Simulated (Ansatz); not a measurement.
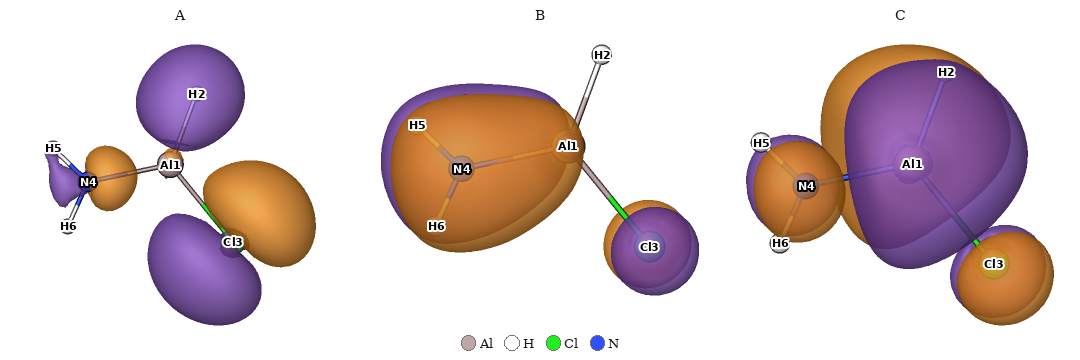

Figure. AlClH$_{3}$N. Three frontier orbitals at ±0.08 Å⁻³ᐟ² (orange and purple are the two phases), in no order.

The calculation used RKS PBE-D4/def2-SVP (Ansatz).

Input file:

```
crystal:
  periodic: [false, false, false]
  atoms:
    - { symbol: Al, position_ang: [0.0, 0.0, 0.0] }
    - { symbol: H, position_ang: [0.0, 0.0, 1.56] }
    - { symbol: Cl, position_ang: [1.9312, 0.0, -1.115] }
    - { symbol: "N", position_ang: [-1.6627, 0.0, -0.96] }
    - { symbol: H, position_ang: [-2.3316, -0.8164, -0.8614] }
    - { symbol: H, position_ang: [-1.9118, 0.8164, -1.5886] }
basis:
  gaussian: { orbitals: def2-SVP }
hamiltonian:
  xc: pbe
  dispersion: d4
relax:
  f_tol: 0.02
  max_steps: 40
output:
  orbitals: {}
```

Launched as:

```sh
ansatz run input.yaml --threads 1 --pin off --max-ram 2048MiB --backend cpu --events-out ev --progress --plain --runs-dir out
```

The fields are those of the run's last geometry, not of the input's.

Question: Which picture is the HOMO−1, the HOMO and the LUMO?

Answer: A is the HOMO−1 (−7.23 eV). Its weight (Hirshfeld) is mainly on Cl3 (about 70 %) and H2 (about 15 %); it is symmetric in the molecular plane (an in-plane orbital: σ, lone-pair or in-plane π type); largely a lone pair of Cl3. B is the HOMO (−6.14 eV). By Hirshfeld shares it lies mainly on N4 (about 70 %) and Al1 (about 15 %); it changes sign across the molecular plane (π type). C is the LUMO (−1.04 eV). Its weight (Hirshfeld) is mainly on Al1 (about 70 %), N4 (about 10 %) and Cl3 (about 10 %); it changes sign across the molecular plane (π type).

Question: What is the HOMO–LUMO gap?

Answer: 5.10 eV between the orbital energies.
